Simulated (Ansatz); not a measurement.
The starting structures come from a database of crystals and need not be the phases stable at ambient conditions.

 Where the default PAW files enter, the runs use the earlier of Ansatz's two default sets.

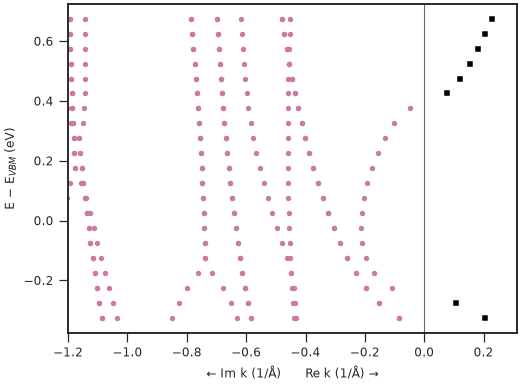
*Complex bands at the centre of the two-dimensional zone; PBEsol (Ansatz, an electronic-structure program)*

The gap is the functional's own, uncorrected, and κ follows it; spin-orbit coupling is left out. Mid-gap values are interpolated between the computed energies.

Problem. This is VAg3O4 (I-42m, not sure to be the ambient phase, 8 atoms a cell, 15.1 Å³ an atom, -2 GPa at this level) along the normal of (001). Read off the slowest decay at the centre of the two-dimensional zone at 0.17 eV, the computed energy nearest the middle of the gap.

Solution. κ ≈ 0.18 1/Å, a decay length 1/(2κ) of the density of 2.8 Å.
